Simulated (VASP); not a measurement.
Band structure of Ca (space group Fm-3m). Calculation: PBE GGA, VASP's PBE PAW potentials (set 64) (plane waves; VASP).

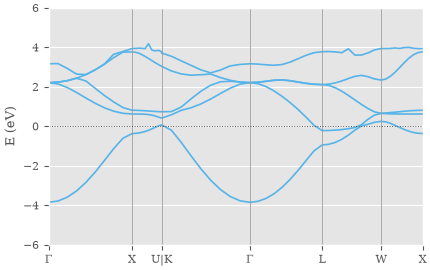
Fig. 1. Bands along high-symmetry lines, zero at the valence-band maximum or, without a gap, the Fermi level

Question: Read the plot: is there a gap, and where are the band edges?

Answer: It has no gap at this level: it comes out as a metal or semimetal.

The structure comes from a computed database's Ca entry; how it stands against other phases isn't given here. The cell was not relaxed at this level.
